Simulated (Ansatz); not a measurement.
Starting cell, Mg (hcp, Mg type):

```yaml
crystal:
  lattice:
    - [6.37233, 0.00000, 0.00000]
    - [-1.59308, 2.75930, 0.00000]
    - [0.00000, 0.00000, 5.22349]
  atoms:
    - { symbol: Mg, position: [0.16667, 0.66667, 0.75000] }
    - { symbol: Mg, position: [0.66667, 0.66667, 0.75000] }
    - { symbol: Mg, position: [0.33333, 0.33333, 0.25000] }
    - { symbol: Mg, position: [0.83333, 0.33333, 0.25000] }
```

A phonon eigenvector at M = (0.5, 0.0, 0.0) is frozen into this cell: atom i moves by Q times the vector below, so Q is the largest atomic displacement, in Å. The cell is held. It is one choice among 2 degenerate patterns. (q is in reciprocal vectors of the primitive cell; the cell shown is doubled to hold the pattern.)

```json
[
 {"atom": "Mg1", "x": "0.000", "y": "0.000", "z": "-1.000"},
 {"atom": "Mg2", "x": "0.000", "y": "0.000", "z": "1.000"},
 {"atom": "Mg3", "x": "0.000", "y": "0.000", "z": "-1.000"},
 {"atom": "Mg4", "x": "0.000", "y": "0.000", "z": "1.000"}
]
```

Calculation: PBE (plane waves to 420 eV, PAW, scalar-relativistic; Ansatz, a program for electronic structure). k mesh 17×17×9 (Γ-centred), Fermi-Dirac smearing 0.05 eV. E stands for the smeared free energy. With partly filled bands, energies and forces of such displacements shift with the k mesh and the smearing. Mg was relaxed with its symmetry unable to fall. The PAW data are Ansatz's earlier set. The zero of ΔE is the undisplaced structure.

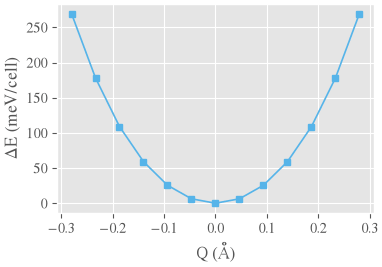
Figure: ΔE (meV/cell) against Q (Å); markers are the computed points, lines only join them.

Task: What is the energy change at Q = 0.280 Å?

Result: About 270 meV/cell.

Task: What harmonic wavenumber does the curvature at Q = 0 give?

Result: About 130 cm⁻¹.

(A displaced cell: forces are minus the slopes of the energy, force constants its curvatures, and phonons follow from these.)
